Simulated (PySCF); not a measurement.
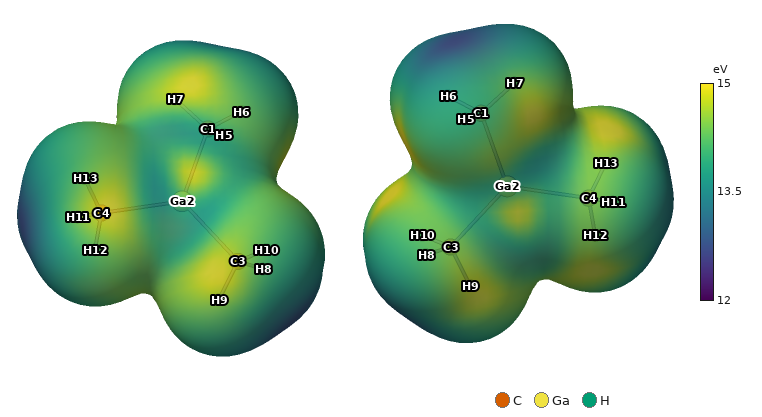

*C3H9Ga, SMILES `C[Ga](C)C`. Average local ionisation energy on the surface of electron density 0.001 a.u. (back view left, front view right).*

Method: ωB97X/def2-TZVP; geometry: GFN2-xTB; program: PySCF. No frequency check shows the geometry to be a minimum. GFN2-xTB bond lengths at metals and heavier atoms can be off by up to 0.1 Å and shapes distorted, which carries into these values.

The calculation's input:

```python
import numpy as np
from pyscf import gto, scf, dft
from pyscf.scf import atom_ks, atom_hf
from scipy.linalg import block_diag

def solve(mol, dm0=None, hcore=None):
    mf = (dft.UKS if mol.spin else dft.RKS)(mol, xc='wb97x')
    mf.grids.level = 3
    mf = mf.density_fit(auxbasis='def2-universal-jkfit')
    mf.conv_tol, mf.max_cycle = 1e-8, 80
    if hcore is not None:
        mf.get_hcore = lambda *args: hcore
    mf.kernel(dm0)
    if not mf.converged:
        mf = mf.newton().run(mf.mo_coeff, mf.mo_occ, max_cycle=30)
    assert mf.converged, 'SCF not converged'
    return mf

mol = gto.M(atom='''
C      0.63833     1.93785    -0.00147
Ga    -0.00568    -0.00418     0.00204
C      1.38367    -1.50635    -0.00280
C     -2.00869    -0.42184    -0.00086
H      1.16425     2.17443    -0.93114
H      1.33961     2.12054     0.81809
H     -0.19184     2.64184     0.10107
H      2.11636    -1.36030    -0.80170
H      0.92196    -2.48746    -0.14190
H      1.93749    -1.52836     0.94048
H     -2.45461    -0.17842    -0.96984
H     -2.20122    -1.47947     0.19844
H     -2.53574     0.16863     0.75403
''', basis='def2-tzvp', charge=0, spin=0, verbose=4)
mf = solve(mol)
mf.analyze()
# spherically averaged free atoms, for the promolecule
atm = atom_ks.get_atm_nrks(mol, xc='wb97x')
pro = block_diag(*[(atm[a[0]][2] * atm[a[0]][3]) @ atm[a[0]][2].T for a in mol._atom])
np.savez('result.npz', e=mf.e_tot, c=mf.mo_coeff, occ=mf.mo_occ, eps=mf.mo_energy, pro=pro, dip=mf.dip_moment(verbose=0), s2=mf.spin_square()[0])
```

Launched as:

```sh
OMP_NUM_THREADS=1 python input.py
```

The run took 11 s on 1 thread of AMD EPYC 9R45 96-Core Processor (Zen 5), on a shared host, peak memory 0.81 GiB.

Partitions, critical points and surface values were worked out afterwards from this run's density.

Question: Where are the most loosely bound electrons on this surface?

Answer: The lowest value is 12.7 eV, near H5 (1.80 Å) and H6 (1.94 Å), over C1 (2.0 Å). Further minima include 12.7 eV, near H11 (1.86 Å), H12 (1.90 Å), H13 (2.01 Å) and C4 (2.02 Å); 13.5 eV, off the Ga2–C3 bond (2.1 to 2.3 Å from its atoms), and at like points elsewhere. For comparison, the highest occupied orbital lies at −9.7 eV.

Question: What volume does the surface enclose, and what is the dipole moment?

Answer: About 131 Å³; the dipole moment is 0.0 D.
